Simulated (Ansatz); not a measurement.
# Geometry relaxation, with input and output: CH5ClZn

CH5ClZn, computed with RHF/def2-SVP (Ansatz 0.2.0).

It belongs to a series of runs on one base structure; here: end point B relaxed. Figures and captions count atoms from 1; the log counts them from 0 in places.

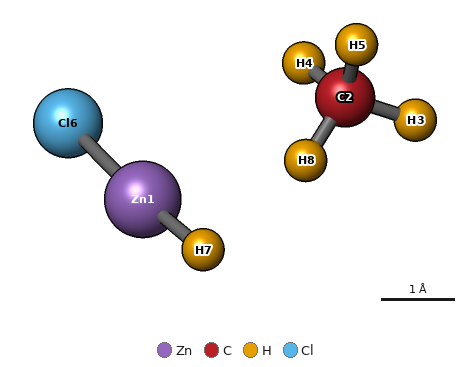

Fig. 1: The starting structure (ball-and-stick view, seen at a tilt; atoms are numbered from 1 in the order of the input). Sticks mark near contacts. Bond lengths as drawn: Cl–Zn 2.15 Å, C–H 1.09 to 1.10 Å and H–Zn 1.56 Å.

### Input
```yaml
crystal:
  periodic: [false, false, false]
  atoms:
    - { symbol: Zn, position_ang: [-0.677644, 0.597122, -0.622147] }
    - { symbol: C, position_ang: [-0.157953, 0.138837, 2.486673] }
    - { symbol: H, position_ang: [-0.725546, -0.532036, 3.136306] }
    - { symbol: H, position_ang: [0.489603, -0.460306, 1.837286] }
    - { symbol: H, position_ang: [0.465263, 0.790327, 3.103681] }
    - { symbol: Cl, position_ang: [0.680022, -0.603509, -1.777419] }
    - { symbol: H, position_ang: [-1.621208, 1.429263, 0.308202] }
    - { symbol: H, position_ang: [-0.847537, 0.744704, 1.881919] }
basis:
  gaussian: { orbitals: def2-SVP }
hamiltonian:
  xc: hf
relax:
  f_tol: 0.03
  max_steps: 50
output:
  orbitals: {}
```

Launch command:
```bash
ansatz run input.yaml --threads 1 --pin off --max-ram 2048MiB --backend cpu --events-out ev --progress --plain --runs-dir out
```

### Log
```
The last accepted step is kept in [file] (removed where the run ends without a failure and the disk answers)
Engine: ansatz 0.2.0, aarch64-unknown-linux-gnu
Functional definition: HF
  exchange = exact_x
  correlation = 0
919 factors; integrals over basis functions are off by at most 2.1e-4 eV
mean field evaluation 1: about -61977.1656 eV, gradient 2.5e1 eV
mean field evaluation 2: about -61977.3285 eV, gradient 2.5e1 eV
mean field evaluation 4: about -61979.3671 eV, gradient 3.0e0 eV
mean field evaluation 8: about -61979.3914 eV, gradient 1.2e-4 eV
mean field -61979.39144539 eV, -2277.7006244777 hartree, gradient 3.5e-5 eV, S^2 0.000000; 0 other end points of the search recorded, 0 dependent functions left out
the calculation of the forces begins
reference -61979.39144539 eV, -2277.7006244777 hartree; 29, 29 occupied and 59, 59 virtual orbitals, 919 factors
relax step   1: F+E_penalty+E_count = -61979.39144539 eV  Δ(F+E_penalty+E_count) = +0.000e0 eV  max|allowed force component| = 7.032e-1 eV/Å  Δτ_max = 0.0000 Å  (34 SCF iters, accepted)
these checks for a lower state are left out or cut short: starts, cluster_reference, orbital_swaps, neighbouring_geometries, increment
919 factors; integrals over basis functions are off by at most 1.7e-4 eV
mean field evaluation 16: about -61979.5374 eV, gradient 9.8e-3 eV
mean field -61979.53739286 eV, -2277.7059879483 hartree, gradient 8.5e-5 eV, S^2 0.000000; 0 other end points of the search recorded, 0 dependent functions left out
[... from here on the field's lines of each further geometry are left out, up to the last ...]
relax step   2: F+E_penalty+E_count = -61979.53739286 eV  Δ(F+E_penalty+E_count) = -1.459e-1 eV  max|allowed force component| = 3.272e-1 eV/Å  Δτ_max = 0.1948 Å  (31 SCF iters, accepted)
relax step   3: F+E_penalty+E_count = -61979.61414626 eV  Δ(F+E_penalty+E_count) = -7.675e-2 eV  max|allowed force component| = 1.732e-1 eV/Å  Δτ_max = 0.1997 Å  (31 SCF iters, accepted)
relax step   4: F+E_penalty+E_count = -61979.64630601 eV  Δ(F+E_penalty+E_count) = -3.216e-2 eV  max|allowed force component| = 1.409e-1 eV/Å  Δτ_max = 0.1998 Å  (32 SCF iters, accepted)
relax step   5: F+E_penalty+E_count = -61979.66819148 eV  Δ(F+E_penalty+E_count) = -2.189e-2 eV  max|allowed force component| = 1.016e-1 eV/Å  Δτ_max = 0.1998 Å  (30 SCF iters, accepted)
relax step   6: F+E_penalty+E_count = -61979.67523429 eV  Δ(F+E_penalty+E_count) = -7.043e-3 eV  max|allowed force component| = 2.106e-1 eV/Å  Δτ_max = 0.1297 Å  (31 SCF iters, accepted)
relax step   7: F+E_penalty+E_count = -61979.68486904 eV  Δ(F+E_penalty+E_count) = -9.635e-3 eV  max|allowed force component| = 8.102e-2 eV/Å  Δτ_max = 0.1070 Å  (32 SCF iters, accepted)
relax step   8: F+E_penalty+E_count = -61979.68853153 eV  Δ(F+E_penalty+E_count) = -3.662e-3 eV  max|allowed force component| = 1.463e-2 eV/Å  Δτ_max = 0.1144 Å  (32 SCF iters, accepted)
relax step   9: F+E_penalty+E_count = -61979.68853549 eV  Δ(F+E_penalty+E_count) = -3.959e-6 eV  max|allowed force component| = 2.030e-1 eV/Å  Δτ_max = 0.1570 Å  (37 SCF iters, accepted)
relax step  10: F+E_penalty+E_count = -61979.69098410 eV  Δ(F+E_penalty+E_count) = -2.449e-3 eV  max|allowed force component| = 3.557e-2 eV/Å  Δτ_max = 0.0459 Å  (37 SCF iters, accepted)
relax step  11: F+E_penalty+E_count = -61979.69132936 eV  Δ(F+E_penalty+E_count) = -3.453e-4 eV  max|allowed force component| = 1.195e-2 eV/Å  Δτ_max = 0.0278 Å  (37 SCF iters, accepted)
relax step  12: F+E_penalty+E_count = -61979.69177010 eV  Δ(F+E_penalty+E_count) = -4.407e-4 eV  max|allowed force component| = 1.974e-2 eV/Å  Δτ_max = 0.0780 Å  (37 SCF iters, accepted)
relax step  13: F+E_penalty+E_count = -61979.69176608 eV  Δ(F+E_penalty+E_count) = +4.024e-6 eV  max|allowed force component| = 1.009e-1 eV/Å  Δτ_max = 0.1397 Å  (31 SCF iters, rejected (line search))
the calculation of the forces begins
reference -61979.69204060 eV, -2277.7116711480 hartree; 29, 29 occupied and 59, 59 virtual orbitals, 918 factors
relax step  14: F+E_penalty+E_count = -61979.69204060 eV  Δ(F+E_penalty+E_count) = -2.705e-4 eV  max|allowed force component| = 1.224e-2 eV/Å  Δτ_max = 0.0682 Å  (38 SCF iters, accepted)
918 factors; integrals over basis functions are off by at most 3.3e-4 eV
mean field evaluation 128: about -61979.6918 eV, gradient 2.4e-1 eV
```

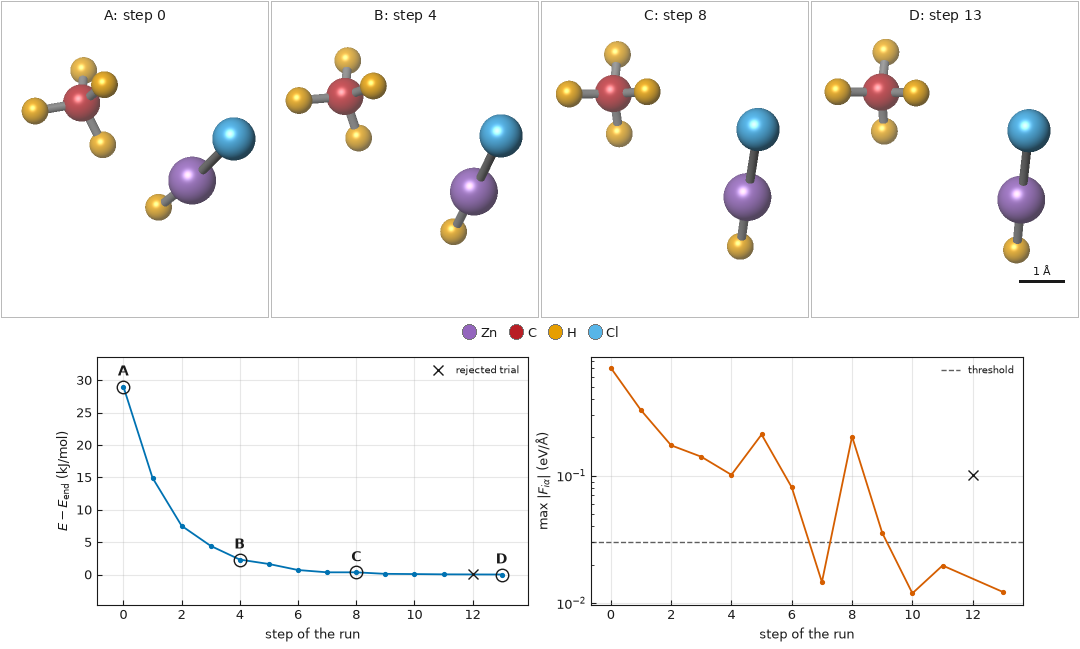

Fig. 2: Frames of the relaxation (ball-and-stick view, seen at an oblique angle) above the curves, on which the letters mark them (the first geometry is step 0 here and step 1 in the log).

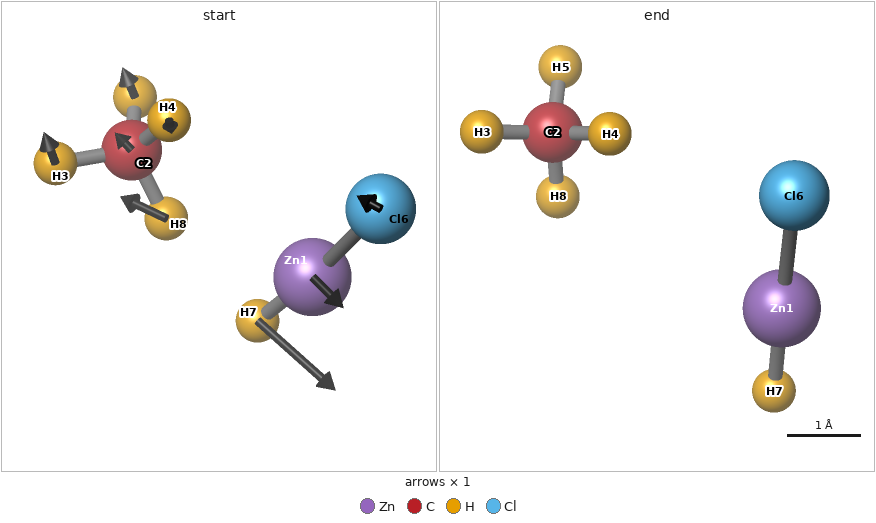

Fig. 3: Before (left) and after (right) the relaxation, at one scale (ball-and-stick view, seen at an oblique angle). The black arrows give the displacements, at true length. The energy falls by 29.0 kJ/mol in 13 geometry steps. Largest force component: 0.7 eV/Å at the start, 0.012 eV/Å at the end. The line search rejected the trial step at point 12 (counted from 0) and went back. The atom that moves furthest after the best rigid fit is H7 (1.46 Å). Largest moves by element: H 1.46 Å, Zn 0.61 Å, Cl 0.41 Å, C 0.34 Å. Among the contacts that change: Zn1–H7 1.565 → 1.558 Å, C2–H4 1.095 → 1.090 Å. Among the angles that change: Cl6–Zn1–H7 176.0° → 179.2°. (Atoms are counted from 1 in the order of the input.)

```
mean field -61979.69204060 eV, -2277.7116711480 hartree, gradient 1.8e-5 eV, S^2 0.000000; 1 other end points of the search recorded, 0 dependent functions left out
the calculation of the forces begins
reference -61979.69204060 eV, -2277.7116711480 hartree; 29, 29 occupied and 59, 59 virtual orbitals, 918 factors
Total energy: -61979.69204060 eV, -2277.7116711480 hartree
Atom 0 at    -0.897167     0.791347    -1.159133 Å, force     0.003271    -0.002941    -0.000599 eV/Å
Atom 1 at    -0.028712     0.024854     2.780384 Å, force     0.005613    -0.005730    -0.008132 eV/Å
Atom 2 at    -0.373754    -0.845436     3.338082 Å, force    -0.001739     0.004952    -0.002697 eV/Å
Atom 3 at     0.323322    -0.292224     1.798826 Å, force    -0.006826     0.006489     0.012243 eV/Å
Atom 4 at     0.789341     0.500285     3.320962 Å, force    -0.004280     0.000851    -0.002655 eV/Å
Atom 5 at     0.697116    -0.634809    -1.372417 Å, force    -0.005663     0.005108     0.001110 eV/Å
Atom 6 at    -2.054127     1.826201    -1.026429 Å, force     0.001963    -0.001781    -0.001619 eV/Å
Atom 7 at    -0.851019     0.734183     2.674227 Å, force     0.007661    -0.006949     0.002349 eV/Å
Dipole moment:    -0.322446     0.288454     0.032143 e Å
```

### Trajectory as extended XYZ (Å, eV, eV/Å), 14 frames, from step=1 to step=14
```
8
Properties=species:S:1:pos:R:3:forces:R:3 step=1 energy=-61979.39145
Zn   -0.6776    0.5971   -0.6221   -0.0783   0.0671  -0.0285
C    -0.1580    0.1388    2.4867   -0.0881   0.0623   0.0703
H    -0.7255   -0.5320    3.1363    0.0404   0.0519  -0.0799
H     0.4896   -0.4603    1.8373   -0.0505   0.0467   0.0489
H     0.4653    0.7903    3.1037   -0.0436  -0.0385  -0.0704
Cl    0.6800   -0.6035   -1.7774   -0.0318   0.0286   0.0098
H    -1.6212    1.4293    0.3082   -0.1707   0.1526  -0.6534
H    -0.8475    0.7447    1.8819    0.4225  -0.3706   0.7032
8
Properties=species:S:1:pos:R:3:forces:R:3 step=2 energy=-61979.53739
Zn   -0.6942    0.6115   -0.6822   -0.0799   0.0693  -0.0303
C    -0.1370    0.1202    2.5393    0.0631  -0.0600   0.0054
H    -0.7032   -0.5568    3.1775    0.0756  -0.0340   0.0551
H     0.4915   -0.4619    1.8577   -0.0371   0.0351   0.0847
H     0.4918    0.7720    3.1443    0.0416  -0.0677   0.0565
Cl    0.6812   -0.6046   -1.7958    0.0009  -0.0007   0.0254
H    -1.6908    1.4911    0.1370   -0.0676   0.0609  -0.3272
H    -0.8344    0.7329    1.9767    0.0034  -0.0030   0.1304
8
Properties=species:S:1:pos:R:3:forces:R:3 step=3 energy=-61979.61415
Zn   -0.7012    0.6175   -0.7806   -0.1090   0.0961  -0.0087
C    -0.1296    0.1137    2.6033    0.0547  -0.0569  -0.0518
H    -0.6424   -0.6071    3.2369    0.0513  -0.0695   0.0549
H     0.4433   -0.4188    1.8361   -0.0727   0.0665   0.1041
H     0.5458    0.7208    3.2022    0.0763  -0.0364   0.0575
Cl    0.6987   -0.6204   -1.8393    0.0035  -0.0034   0.0536
H    -1.7391    1.5346   -0.0518    0.0290  -0.0250  -0.1732
H    -0.8705    0.7641    2.1476   -0.0331   0.0286  -0.0363
8
Properties=species:S:1:pos:R:3:forces:R:3 step=4 energy=-61979.64631
Zn   -0.7363    0.6491   -0.8585   -0.1409   0.1252   0.0068
C    -0.1105    0.0964    2.6482    0.0562  -0.0638  -0.1219
H    -0.6051   -0.6383    3.2818    0.0272  -0.0267   0.0181
H     0.4485   -0.4233    1.8609   -0.1043   0.0957   0.1201
H     0.5791    0.6911    3.2449    0.0338  -0.0167   0.0237
Cl    0.7064   -0.6282   -1.8132   -0.0209   0.0179   0.0782
H    -1.8137    1.6029   -0.2241    0.1209  -0.1069  -0.1256
H    -0.8635    0.7547    2.2146    0.0280  -0.0247   0.0004
8
Properties=species:S:1:pos:R:3:forces:R:3 step=5 energy=-61979.66819
Zn   -0.7937    0.7012   -0.9534   -0.0104   0.0089   0.0406
C    -0.0868    0.0750    2.6779    0.0114  -0.0124   0.0597
H    -0.5596   -0.6768    3.3093   -0.0001   0.0073  -0.0030
H     0.4485   -0.4217    1.8699    0.0206  -0.0180  -0.0693
H     0.6188    0.6557    3.2713   -0.0060   0.0004  -0.0018
Cl    0.7184   -0.6414   -1.6996   -0.0843   0.0745   0.0623
H    -1.8894    1.6734   -0.3951    0.0753  -0.0664  -0.1016
H    -0.8510    0.7390    2.2741   -0.0065   0.0058   0.0131
8
Properties=species:S:1:pos:R:3:forces:R:3 step=6 energy=-61979.67523
Zn   -0.8208    0.7257   -0.9843    0.1031  -0.0928   0.0360
C    -0.0747    0.0642    2.6824   -0.0245   0.0162   0.0713
H    -0.5160   -0.7158    3.3039    0.0093   0.0258  -0.0336
H     0.4195   -0.3929    1.8265    0.0275  -0.0247  -0.0512
H     0.6577    0.6208    3.2677   -0.0201  -0.0100  -0.0276
Cl    0.7366   -0.6604   -1.5801   -0.2106   0.1875   0.0798
H    -1.9381    1.7189   -0.5064    0.0944  -0.0832  -0.1082
H    -0.8592    0.7439    2.3447    0.0209  -0.0188   0.0334
8
Properties=species:S:1:pos:R:3:forces:R:3 step=7 energy=-61979.68487
Zn   -0.8346    0.7376   -0.9718   -0.0326   0.0291   0.0191
C    -0.0631    0.0539    2.6840    0.0293  -0.0217  -0.0217
H    -0.4974   -0.7326    3.2992   -0.0042  -0.0129   0.0174
H     0.4236   -0.3944    1.8176   -0.0113   0.0103  -0.0121
H     0.6743    0.6060    3.2648    0.0097   0.0044   0.0152
Cl    0.7157   -0.6434   -1.4959    0.0810  -0.0725  -0.0129
H    -1.9619    1.7416   -0.6082   -0.0551   0.0492  -0.0028
H    -0.8517    0.7357    2.3648   -0.0167   0.0141  -0.0022
8
Properties=species:S:1:pos:R:3:forces:R:3 step=8 energy=-61979.68853
Zn   -0.8550    0.7557   -1.0006    0.0011  -0.0010  -0.0057
C    -0.0512    0.0435    2.6994    0.0015  -0.0007  -0.0054
H    -0.4705   -0.7567    3.3083   -0.0002  -0.0028  -0.0008
H     0.4135   -0.3834    1.8111    0.0038  -0.0030  -0.0100
H     0.6988    0.5838    3.2759    0.0024   0.0003  -0.0005
Cl    0.7154   -0.6447   -1.4409   -0.0063   0.0054   0.0142
H    -1.9980    1.7747   -0.7116    0.0027  -0.0024  -0.0065
H    -0.8480    0.7315    2.4128   -0.0050   0.0042   0.0146
8
Properties=species:S:1:pos:R:3:forces:R:3 step=9 energy=-61979.68854
Zn   -0.8768    0.7745   -1.0512    0.0250  -0.0226   0.0017
C    -0.0396    0.0337    2.7188   -0.0722   0.0447  -0.1206
H    -0.4155   -0.8069    3.3051    0.0159   0.0480  -0.0623
H     0.3629   -0.3331    1.7685   -0.0696   0.0632   0.2030
H     0.7493    0.5379    3.2791   -0.0316  -0.0171  -0.0500
Cl    0.7176   -0.6503   -1.3394   -0.0834   0.0745   0.0004
H    -2.0342    1.8086   -0.8605    0.0586  -0.0522  -0.0182
H    -0.8586    0.7400    2.5341    0.1573  -0.1386   0.0460
8
Properties=species:S:1:pos:R:3:forces:R:3 step=10 energy=-61979.69098
Zn   -0.8721    0.7701   -1.0596   -0.0019   0.0017  -0.0103
C    -0.0420    0.0359    2.7289   -0.0230   0.0169  -0.0226
H    -0.4192   -0.8038    3.3121    0.0061   0.0043  -0.0098
H     0.3611   -0.3310    1.7842   -0.0110   0.0101   0.0356
H     0.7461    0.5406    3.2873   -0.0013  -0.0056  -0.0076
Cl    0.7134   -0.6467   -1.3849   -0.0173   0.0153   0.0077
H    -2.0252    1.8004   -0.8568    0.0175  -0.0156  -0.0022
H    -0.8571    0.7389    2.5434    0.0309  -0.0270   0.0092
8
Properties=species:S:1:pos:R:3:forces:R:3 step=11 energy=-61979.69133
Zn   -0.8768    0.7741   -1.0793    0.0030  -0.0028  -0.0010
C    -0.0403    0.0346    2.7376    0.0119  -0.0113  -0.0044
H    -0.4111   -0.8113    3.3155   -0.0010   0.0018   0.0051
H     0.3548   -0.3242    1.7877   -0.0054   0.0047  -0.0028
H     0.7537    0.5335    3.2924   -0.0016   0.0013   0.0057
Cl    0.7099   -0.6443   -1.3811   -0.0018   0.0016   0.0000
H    -2.0290    1.8038   -0.8841   -0.0024   0.0022  -0.0034
H    -0.8562    0.7381    2.5658   -0.0027   0.0025   0.0007
8
Properties=species:S:1:pos:R:3:forces:R:3 step=12 energy=-61979.69177
Zn   -0.8870    0.7826   -1.1240    0.0103  -0.0092  -0.0050
C    -0.0349    0.0302    2.7627    0.0197  -0.0193  -0.0042
H    -0.3903   -0.8305    3.3289   -0.0027   0.0103   0.0004
H     0.3367   -0.3053    1.7946   -0.0099   0.0088   0.0017
H     0.7732    0.5153    3.3095   -0.0088   0.0019   0.0014
Cl    0.7032   -0.6399   -1.3848   -0.0036   0.0032   0.0039
H    -2.0411    1.8149   -0.9604   -0.0079   0.0070   0.0004
H    -0.8548    0.7371    2.6280    0.0027  -0.0026   0.0014
8
Properties=species:S:1:pos:R:3:forces:R:3 step=13 energy=-61979.69177 accepted=F
Zn   -0.9054    0.7981   -1.1989    0.0145  -0.0130  -0.0010
C    -0.0245    0.0215    2.8016   -0.0069  -0.0020  -0.0548
H    -0.3517   -0.8657    3.3453   -0.0019   0.0365  -0.0289
H     0.2994   -0.2680    1.7992   -0.0330   0.0302   0.1009
H     0.8100    0.4810    3.3324   -0.0285  -0.0020  -0.0253
Cl    0.6925   -0.6324   -1.3677   -0.0239   0.0216   0.0026
H    -2.0641    1.8354   -1.0967    0.0085  -0.0076  -0.0022
H    -0.8512    0.7344    2.7394    0.0712  -0.0636   0.0087
8
Properties=species:S:1:pos:R:3:forces:R:3 step=14 energy=-61979.69204
Zn   -0.8972    0.7913   -1.1591    0.0033  -0.0029  -0.0006
C    -0.0287    0.0249    2.7804    0.0056  -0.0057  -0.0081
H    -0.3738   -0.8454    3.3381   -0.0017   0.0050  -0.0027
H     0.3233   -0.2922    1.7988   -0.0068   0.0065   0.0122
H     0.7893    0.5003    3.3210   -0.0043   0.0009  -0.0027
Cl    0.6971   -0.6348   -1.3724   -0.0057   0.0051   0.0011
H    -2.0541    1.8262   -1.0264    0.0020  -0.0018  -0.0016
H    -0.8510    0.7342    2.6742    0.0077  -0.0069   0.0023
```

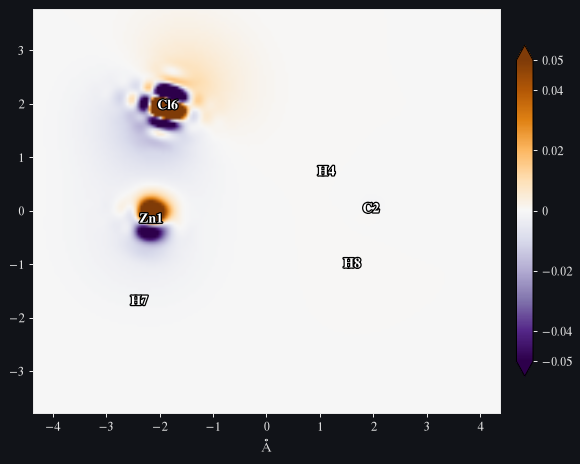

Fig. 4: The HOMO−1 on the plane of atoms H4, C2 and H8 (values in Å⁻³ᐟ²; the overall sign is arbitrary). Its energy is −11.74 eV.

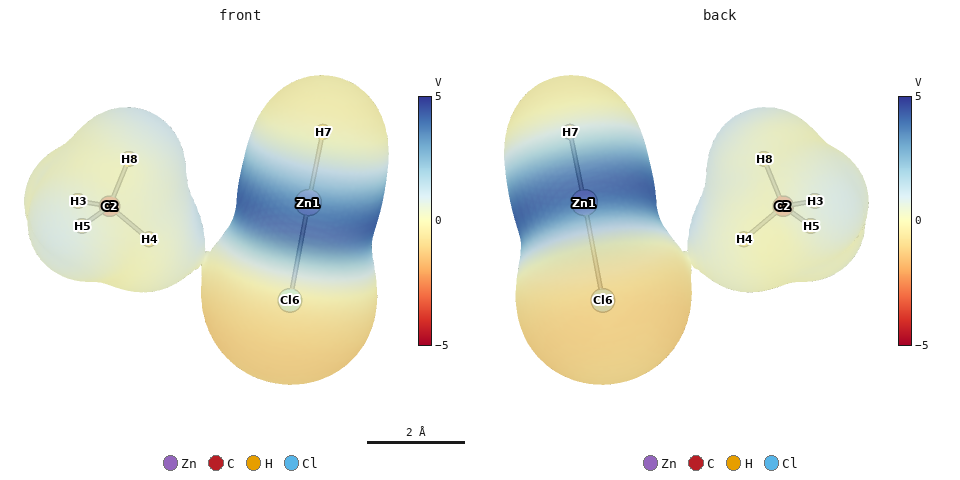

Fig. 5: The electrostatic potential painted on the density surface at 0.004 e/bohr³, seen at a tilt and from behind; the colour scale runs from red (negative) to blue (positive).

### Summary

```csv
quantity,value
outcome,converged
total energy,−61979.6920 eV
mean-field energy,−61979.6920 eV
largest force (length of the vector) at the end,0.015 eV/Å
hardware,"1 thread of Arm Neoverse V1, 24 GiB of memory available, shared host"
wall time,28 s
peak memory,0.17 GiB
```
